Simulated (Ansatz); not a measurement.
A series of calculations on CH3BF2S

Part 1: Relaxation

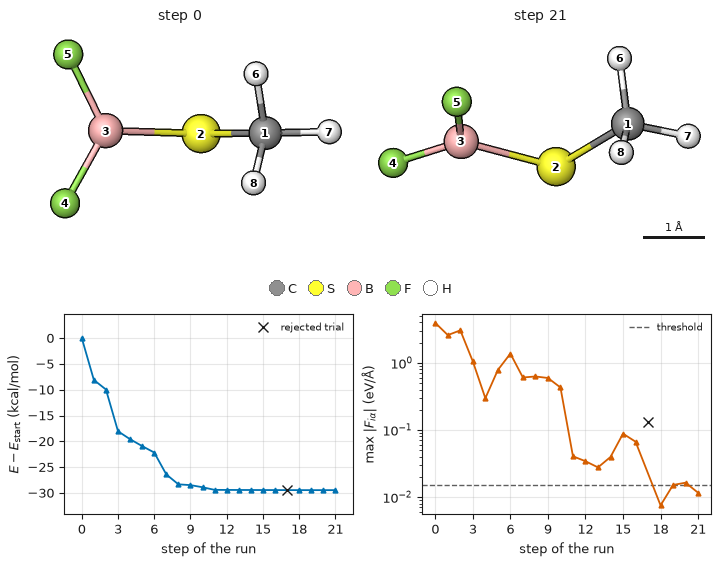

First and last geometry of a relaxation of CH$_{3}$BF$_{2}$S, with the history of the run. The picture is a ball-and-stick view, seen face on.

The run prepares an end point of a later path (torsion) calculation, from a guessed geometry.

Theory: RKS B3LYP/def2-SVP in Ansatz. Settings: no spin polarisation; force threshold 0.015 eV/Å; at most 40 steps.

Q: What do the curves and the structures tell?

A: It converged. Over 20 accepted moves (21 points after the start) the energy falls by 29.5 kcal/mol. Largest force component: 3.9 eV/Å at the start, 0.012 eV/Å at the end. The line search rejected the trial step at point 17 of the run. The largest move after the best rigid fit is that of F4, 1.28 Å. By element the largest moves are F 1.28 Å, H 0.64 Å, S 0.61 Å, B 0.19 Å, C 0.17 Å. Among the contacts that change: B3–F5 1.444 → 1.326 Å, B3–F4 1.423 → 1.323 Å, S2–B3 1.898 → 1.802 Å, C1–H6 1.182 → 1.098 Å. Bond angles that change, for instance: C1–S2–B3 93.9° → 101.3°, S2–C1–H7 111.1° → 106.5°, H6–C1–H7 104.9° → 109.3°. Groups turn about S2–B3 by about 90°. The run took 68 s on 1 thread of Arm Neoverse V2 (shared host), peak memory 0.17 GiB.

Part 2: Relaxation

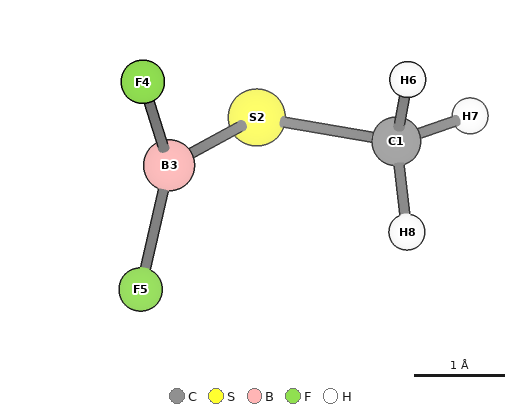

This is the input geometry for a relaxation of CH₃BF₂S. A ball-and-stick model, seen at a tilt.

The run prepares an end point of a later path (torsion) calculation, from a guessed geometry.

Level of theory: Ansatz 0.2.0, RKS B3LYP/def2-SVP.

Input
```yaml
crystal:
  periodic: [false, false, false]
  atoms:
    - { symbol: C, position_ang: [-0.7719, -0.0302, 0.9079] }
    - { symbol: S, position_ang: [0.9723, -0.2744, 0.8409] }
    - { symbol: B, position_ang: [1.0594, -0.0568, -1.0428] }
    - { symbol: F, position_ang: [1.17699, 1.24206, -1.61194] }
    - { symbol: F, position_ang: [0.84984, -1.18926, -1.914] }
    - { symbol: H, position_ang: [-1.0604, 1.045, 0.5121] }
    - { symbol: H, position_ang: [-1.1383, -0.0574, 1.9518] }
    - { symbol: H, position_ang: [-1.3122, -0.7346, 0.2858] }
basis:
  gaussian: { orbitals: def2-SVP }
hamiltonian:
  xc: b3lyp
relax:
  f_tol: 0.015
  max_steps: 40
output:
  orbitals: {}
```

Launched with:
```bash
ansatz run input.yaml --threads 1 --pin off --max-ram 2048MiB --backend cpu --events-out ev --progress --plain --runs-dir out
```

What does the optimiser find from here?

The energy falls by 1.266 eV in 20 accepted moves (22 points after the start). Largest force component: 3.7 eV/Å at the start, 0.0074 eV/Å at the end. The line search rejected the trial steps at points 14, 16 of the run. The atom that moves furthest after the best rigid fit is F5 (1.34 Å). By element the largest moves are F 1.34 Å, H 0.65 Å, S 0.62 Å, B 0.21 Å, C 0.18 Å. Among the contacts that change: B3–F5 1.444 → 1.323 Å, B3–F4 1.423 → 1.326 Å, S2–B3 1.898 → 1.802 Å, C1–H6 1.182 → 1.098 Å. Bond angles that change, for instance: C1–S2–B3 93.9° → 101.3°, S2–C1–H7 111.1° → 106.4°, H6–C1–H7 104.9° → 109.3°. Groups turn about S2–B3 by about 90°. The run took 73 s on 1 thread of Arm Neoverse V2, on a shared host, peak memory 0.17 GiB.

History of the run:

```tsv
step	E − E(0), eV	largest force component, eV/Å	note
0	0.0000	3.7185	
1	-0.3245	2.9931	
2	-0.3633	3.5723	
3	-0.7351	0.6100	
4	-0.8186	0.3197	
5	-0.8799	0.7887	
6	-0.9465	1.1612	
7	-1.0789	0.6539	
8	-1.1851	0.5449	
9	-1.2109	0.4331	
10	-1.2608	0.1725	
11	-1.2609	0.1669	
12	-1.2641	0.0507	
13	-1.2653	0.0274	
14	-1.2606	0.2795	rejected
15	-1.2655	0.0638	
16	-1.2648	0.1736	rejected
17	-1.2660	0.0532	
18	-1.2663	0.0335	
19	-1.2663	0.0317	
20	-1.2664	0.0204	
21	-1.2665	0.0262	
22	-1.2665	0.0074
```

The structure at the end:

```xyz
8

C    -0.8349    0.1318    0.9432
S     0.7178   -0.7693    0.5577
B     1.0232   -0.2376   -1.1367
F     0.2163    0.6021   -1.7709
F     2.0846   -0.6904   -1.7835
H    -0.6882    1.2171    0.8672
H    -1.0957   -0.1267    1.9777
H    -1.6474   -0.1825    0.2752
```

After the run, drawn alike:

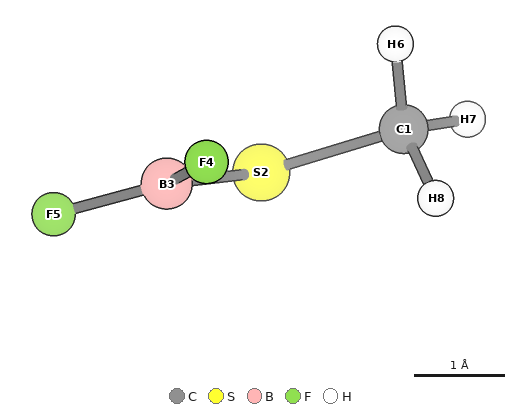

Part 3: Path

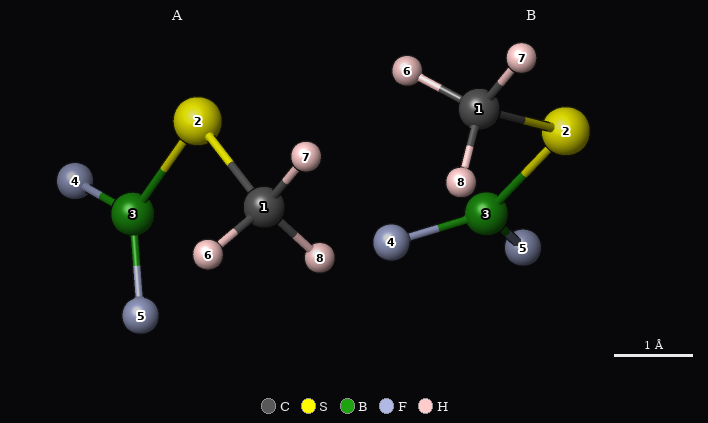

The two relaxed end points of a path for CH3BF2S. A ball-and-stick model, seen from a free direction.

Level of theory: RKS B3LYP/def2-SVP (Ansatz).

Input
```yaml
crystal:
  periodic: [false, false, false]
  atoms:
    - { symbol: C, position_ang: [-0.809861, 0.136736, 0.932068] }
    - { symbol: S, position_ang: [0.741599, -0.77644, 0.570513] }
    - { symbol: B, position_ang: [1.079548, -0.244386, -1.117774] }
    - { symbol: F, position_ang: [2.149506, -0.702261, -1.746614] }
    - { symbol: F, position_ang: [0.287863, 0.600093, -1.76541] }
    - { symbol: H, position_ang: [-0.651127, 1.220988, 0.866111] }
    - { symbol: H, position_ang: [-1.093586, -0.126581, 1.95947] }
    - { symbol: H, position_ang: [-1.611741, -0.16545, 0.245835] }
basis:
  gaussian: { orbitals: def2-SVP }
hamiltonian:
  xc: b3lyp
neb:
  order_check: false
  images: 9
  f_tol: 0.03
  max_iterations: 40
  initial_path: idpp
  final_atoms:
    - { symbol: C, position_ang: [-0.80950921, 0.13699394, 0.93196776] }
    - { symbol: S, position_ang: [0.73634572, -0.78417949, 0.56683538] }
    - { symbol: B, position_ang: [1.07857858, -0.24558305, -1.11835289] }
    - { symbol: F, position_ang: [0.29498212, 0.61006834, -1.76034671] }
    - { symbol: F, position_ang: [2.14423132, -0.70948936, -1.74998271] }
    - { symbol: H, position_ang: [-0.64574209, 1.22047854, 0.86607376] }
    - { symbol: H, position_ang: [-1.09184391, -0.12465961, 1.9600318] }
    - { symbol: H, position_ang: [-1.61484152, -0.16093032, 0.24797262] }
```

Launched with:
```bash
ansatz run input.yaml --threads 1 --pin off --max-ram 2048MiB --backend cpu --events-out ev --progress --plain --runs-dir out
```

**What barrier does the band find between them, and by what path?**

The barrier is about 0.49 eV in both directions, with image 5 at the top; the ends have the same energy. The motion is a rotation about the S2–B3 bond by about 180°. No bond forms or breaks between the ends. Among the angles between lasting bonds that change up to the highest image: C1–S2–B3 101.3° → 97.1°, S2–B3–F4 119.7° → 121.9°. The band is converged. At the top, the vibrational analysis gives one imaginary mode (115i cm⁻¹), as a transition state must have.

Energies of the converged images:

```
image  path (Å)  E (eV)
    0      0.00   0.000
    1      0.49   0.006
    2      0.97   0.085
    3      1.45   0.253
    4      1.93   0.420
    5      2.41   0.489
    6      2.90   0.418
    7      3.38   0.247
    8      3.87   0.078
    9      4.36   0.005
   10      4.84   0.000
```

The geometry at the top of the path:

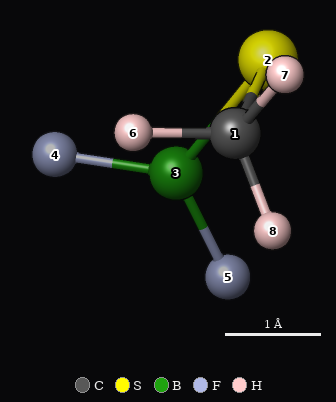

Cost: 5.5 min on 1 thread of Arm Neoverse V2 (shared host), peak memory 0.27 GiB.
